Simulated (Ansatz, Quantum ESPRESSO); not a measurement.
# antimonene, 1 layer, rectangular cell: the energy at a withheld member of a series

Method. Quantum ESPRESSO 7.5, PBE, GBRV ultrasoft. Cell and atoms are first relaxed; each strained cell is then held, the other axis too, and the atoms relax in it. A periodic run with 15 Å of vacuum in the starting cell gives the vacuum levels, and bands follow along a path. The series steps strain along the second axis. Energies count from the lowest.

```tsv
strain along the second axis	energy (eV)
-4 %	0.0538
-3 %	0.0303
-2 %	0.0136
-1 %	0.0038
0 %	0.0000
1 %	0.0021
2 %	0.0097
3 %	0.0230
```

To predict: What is the energy at 4 %?

By hand: The rows at 2 % and 3 % give a slope of (0.0230 − (0.0097))/(3 − (2)) = 0.0133, so a straight line gives 0.0363 eV. A parabola through these and the row at 1 % gives 0.0420 eV.

What the calculation gave: 0.0412 eV. The line misses by −0.0049 and the parabola by +0.0008 eV. The parabola does better.

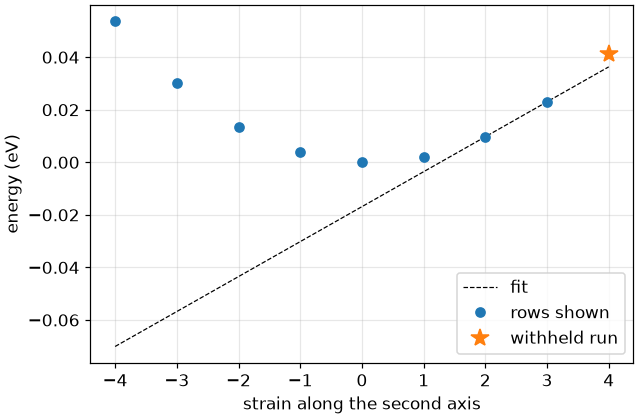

The rows shown, the fit and the withheld run.

Caveats: Semilocal gaps are too small; the 1×1 cell can't ripple over many cells under compression as a free sheet would. No spin-orbit coupling.

[Logs are printed without paths, hosts, clocks, repeated set-up lines and the standing remarks that a program may print on its own settings, such as how far it seeks lower states.]
